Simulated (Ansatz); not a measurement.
# BClH3N: the cost of one run

Program: Ansatz 0.2.0. Level of theory: RKS PBE0-D4/def2-SVP. These are calculated values, not measurements.

### 1 Starting point

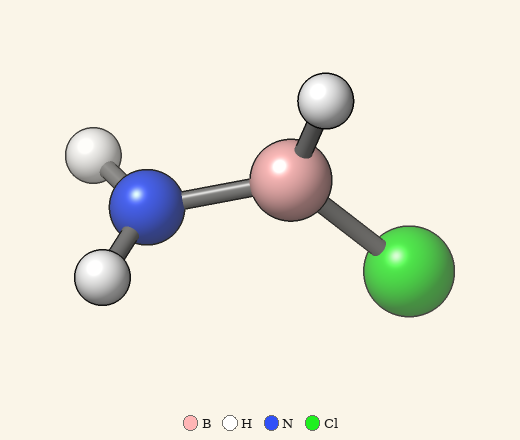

Start, viewed from a free direction; boron pink, hydrogen white, nitrogen blue, chlorine green.

Structure file:

```xyz
6

B     0.0000    0.0000    0.0000
H     0.0000    0.0000    1.1900
N     1.3423    0.0000   -0.7750
H     1.8089   -0.9179   -1.0268
H     1.7937    0.9179   -1.0532
Cl   -1.6108    0.0000   -0.9300
```

### 2 Relaxing the start

input.yaml reads:

```yaml
crystal:
  periodic: [false, false, false]
  atoms:
    - { symbol: B, position_ang: [0.0, 0.0, 0.0] }
    - { symbol: H, position_ang: [0.0, 0.0, 1.19] }
    - { symbol: "N", position_ang: [1.3423, 0.0, -0.775] }
    - { symbol: H, position_ang: [1.8089, -0.9179, -1.0268] }
    - { symbol: H, position_ang: [1.7937, 0.9179, -1.0532] }
    - { symbol: Cl, position_ang: [-1.6108, 0.0, -0.93] }
basis:
  gaussian: { orbitals: def2-SVP }
hamiltonian:
  xc: pbe0
  dispersion: d4
relax:
  f_tol: 0.02
  max_steps: 40
output:
  orbitals: {}
```

The run is started by

```console
> ansatz run input.yaml --threads 1 --pin off --max-ram 2048MiB --backend cpu --events-out ev --progress --plain --runs-dir out
```

Q: Estimate wall time and peak memory on 1 thread of Arm Neoverse V2, shared host.

About 17 s, with a peak of 0.12 GiB.
